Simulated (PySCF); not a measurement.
## Electronic structure of CH5F2NSi (SMILES N[SiH2]C(F)F) in real space

```tsv
atom	x (Å)	y (Å)	z (Å)
N	-1.4779	-0.5343	0.3628
Si	-0.3815	0.7233	-0.0336
C	1.3113	-0.2089	-0.0424
F	1.3069	-1.2135	-0.9700
F	2.3272	0.6245	-0.4035
H	-2.4567	-0.3288	0.4784
H	-1.3614	-1.4469	-0.0515
H	-0.4997	1.3757	-1.3402
H	-0.3624	1.6820	1.0660
H	1.6031	-0.6685	0.9114
```

Geometry: GFN2-xTB, NEB image 0 of 0 to 8.

Theory: PBE0/pcSseg-1, SCF density, gas phase, non-relativistic (PySCF).

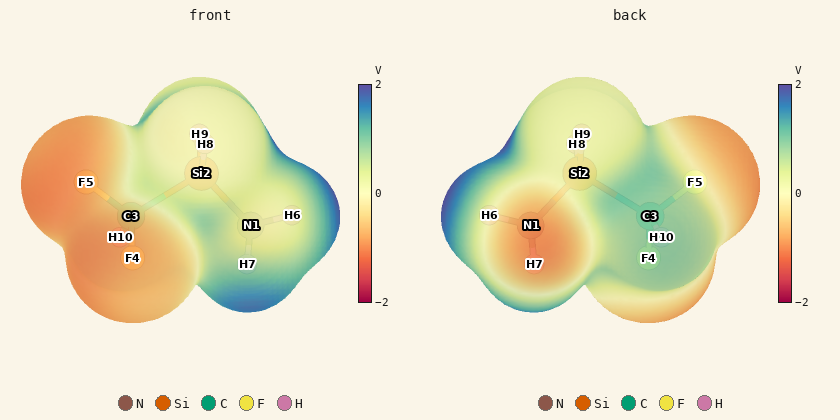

Figure 1. The electrostatic potential painted on the density surface at 0.002 e/bohr³, seen from the front and from behind; red is negative and blue positive.

Q: Describe the electrostatic potential map.

A: The most negative region (about −1.1 V, or −25 kcal/mol for a unit charge) lies over N1, F4 and F5, the most positive (about +1.9 V, or +44 kcal/mol for a unit charge) over Si2 and H6.

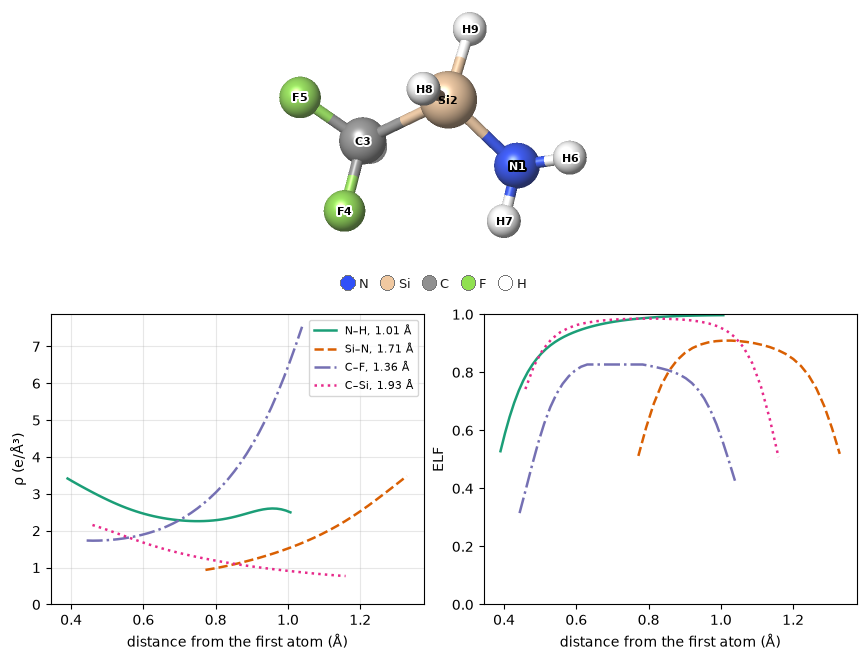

Figure 2. Electron density and electron localisation function along straight lines between neighbouring atoms. The curves leave out the atomic cores. The structure is drawn too.

Q: What can be read from the curves?

A: N–H (1.01 Å): the density is about 2.8 e/Å³ at the midpoint; the ELF climbs to about 1 towards the hydrogen, as it does in any bond to H (a covalent bond by its length).
Si–N (1.71 Å): ρ at the midpoint is about 1.1 e/Å³; the ELF peaks at about 0.90 between the atoms: a shared but strongly polarised pair.
C–F (1.36 Å): ρ at the midpoint is about 2.2 e/Å³, with its minimum of 1.7 e/Å³ about 0.5 Å from C; the ELF peaks at about 0.85 between the atoms, as expected for a shared but strongly polarised pair.
C–Si (1.93 Å): ρ at the midpoint is about 0.95 e/Å³; the ELF peaks at about 1 between the atoms: a shared electron pair.
